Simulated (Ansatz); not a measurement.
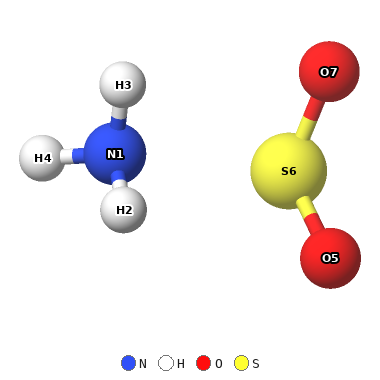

The system is the pair H₃N···O₂S; the picture shows the reference structure. The first coordinate is: separation of N1 and S6 along their line in the relaxed pair; the second: sideways slip of O5, S6, O7. Nothing is relaxed (both partners rigid). Grid: 15 × 15 points. Points are written as (first, second). Energies are in eV, from the two partners far apart, frozen as in the relaxed pair, each in its own basis (no counterpoise correction). Theory: RHF/def2-SVPD in Ansatz.

Its coordinates:

```xyz
7

N    -0.0130    0.1162   -1.1029
H    -0.9163    0.5451   -1.1934
H     0.6841    0.8347   -1.1816
H     0.1085   -0.5238   -1.8664
O    -1.1881   -0.3209    1.8838
S     0.1261   -0.7613    1.5594
O     1.1987    0.1099    1.9012
```

Range: separation of N1 and S6 along their line in the relaxed pair from 2.358 to 3.758 Å; sideways slip of O5, S6, O7 from −2.200 to 2.200 Å.

**What will the energy surface look like?**

The lowest grid point is at (2.785 Å, 0.000 Å), −0.267 eV from the two partners far apart, frozen as in the relaxed pair, each in its own basis (no counterpoise correction). It is the only kind of minimum in the scanned range. The highest grid point, (2.358 Å, −1.571 Å), lies 0.573 eV above the lowest. Round the minimum the two coordinates are nearly uncoupled.

```
second ↓, first →   2.358   2.392   2.449   2.520   2.600   2.689   2.785   2.888   2.997   3.112   3.232   3.356   3.486   3.620   3.758
            2.200   0.204   0.182   0.150   0.116   0.084   0.056   0.033   0.013  −0.002  −0.014  −0.022  −0.028  −0.032  −0.035  −0.036
            1.886   0.264   0.232   0.185   0.137   0.092   0.054   0.023  −0.002  −0.020  −0.033  −0.043  −0.048  −0.051  −0.052  −0.052
            1.571   0.305   0.263   0.202   0.139   0.083   0.035  −0.002  −0.030  −0.050  −0.063  −0.071  −0.075  −0.076  −0.074  −0.071
            1.257   0.296   0.248   0.177   0.106   0.044  −0.008  −0.047  −0.075  −0.093  −0.103  −0.107  −0.107  −0.104  −0.099  −0.093
            0.943   0.210   0.163   0.095   0.028  −0.031  −0.077  −0.111  −0.133  −0.145  −0.149  −0.148  −0.142  −0.134  −0.125  −0.115
            0.629   0.059   0.022  −0.031  −0.083  −0.127  −0.161  −0.184  −0.196  −0.199  −0.195  −0.187  −0.175  −0.161  −0.147  −0.133
            0.314  −0.090  −0.115  −0.150  −0.185  −0.213  −0.233  −0.244  −0.246  −0.241  −0.230  −0.215  −0.198  −0.181  −0.163  −0.146
            0.000  −0.152  −0.171  −0.199  −0.226  −0.247  −0.261  −0.267  −0.265  −0.256  −0.242  −0.225  −0.207  −0.187  −0.169  −0.151
           −0.314  −0.090  −0.115  −0.150  −0.185  −0.213  −0.233  −0.244  −0.246  −0.241  −0.230  −0.215  −0.198  −0.181  −0.163  −0.146
           −0.629   0.059   0.022  −0.031  −0.083  −0.127  −0.161  −0.184  −0.196  −0.199  −0.195  −0.187  −0.175  −0.161  −0.147  −0.133
           −0.943   0.210   0.163   0.095   0.028  −0.031  −0.077  −0.111  −0.133  −0.145  −0.149  −0.148  −0.142  −0.134  −0.125  −0.115
           −1.257   0.297   0.248   0.177   0.106   0.044  −0.008  −0.047  −0.074  −0.093  −0.103  −0.107  −0.107  −0.104  −0.099  −0.093
           −1.571   0.306   0.264   0.202   0.139   0.083   0.036  −0.002  −0.030  −0.050  −0.063  −0.071  −0.075  −0.076  −0.074  −0.071
           −1.886   0.264   0.232   0.186   0.137   0.093   0.054   0.023  −0.001  −0.020  −0.033  −0.043  −0.048  −0.051  −0.052  −0.052
           −2.200   0.204   0.183   0.150   0.116   0.085   0.057   0.033   0.013  −0.002  −0.014  −0.022  −0.028  −0.032  −0.035  −0.036
```

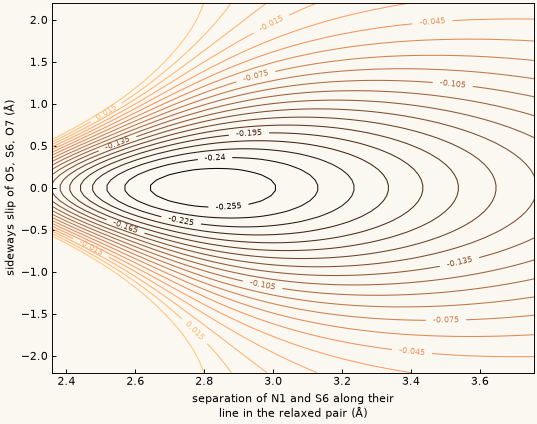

Drawn: contour lines labelled in eV (none above 0.03). Between grid points the surface is interpolated.

The whole map (225 points run) took 16 min on 1 thread of Arm Neoverse N1 (shared host).
